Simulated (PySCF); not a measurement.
Consider C$_{2}$H$_{10}$Cl$_{2}$Si$_{4}$.

The calculation's input:

```
{"job": {"kind": "nmr", "xc": "PBE0", "basis": "pcSseg-1"}, "charge": 0, "multiplicity": 1}
C     -3.124054     0.186034    -0.260996
Si    -1.465277    -0.396454    -0.996948
Si     0.107807     1.389917    -0.963984
Cl     1.278821     1.443929    -2.652871
Si     1.251956     0.384688     0.869094
C      3.108482     0.049429     0.603225
Si    -0.184003    -1.508255     0.673208
Cl     0.817666    -3.148139    -0.061763
H     -2.963285     0.702396     0.680720
H     -3.642927     0.871045    -0.924112
H     -3.792401    -0.646782    -0.066663
H     -1.822824    -1.073527    -2.257961
H     -0.359935     2.780735    -0.884614
H      1.152753     1.117486     2.146863
H      3.529448    -0.555141     1.402451
H      3.260080    -0.488830    -0.328381
H      3.685121     0.969117     0.546180
H     -0.846189    -2.071331     1.858232
```

Launched as:

```sh
OMP_NUM_THREADS=1 python probes_run.py task.json out
```

Geometry: GFN2-xTB.

Computed with PBE0/pcSseg-1, SCF density, gas phase, non-relativistic in PySCF 2.14.0.

What can the converged electron density and electron localisation function tell about the bonding?

C–Si (1.91 Å): ρ is about 0.89 e/Å³ halfway; the ELF peaks at about 0.95 between the atoms: localised, covalent bonding.
C–H (1.09 Å): the density is about 1.9 e/Å³ at the midpoint; the ELF climbs to about 1 towards the hydrogen, as it does in any bond to H: a covalent bond by its length.
Si–H (1.48 Å): ρ at the midpoint is about 0.79 e/Å³; the ELF climbs to about 1 towards the hydrogen.

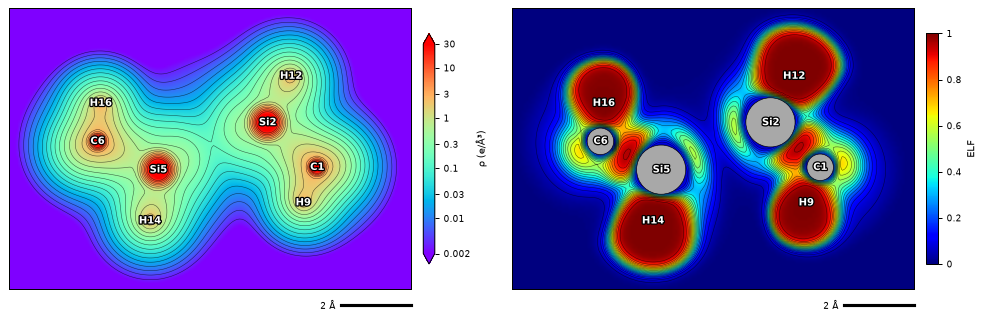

Computed electron density and electron localisation function on the plane of atoms C6, Si5 and H14, in this order. Grey discs cover the atomic cores in the ELF map. 
